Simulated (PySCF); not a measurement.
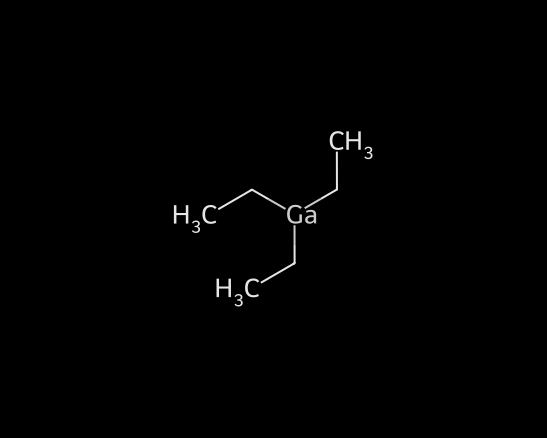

(Drawn from a calculation with PySCF.)

Q: Transcribe the drawing into SMILES.

A: C[CH2][Ga]([CH2]C)[CH2]C

Q: What is the molecular formula?

A: C6H15Ga.
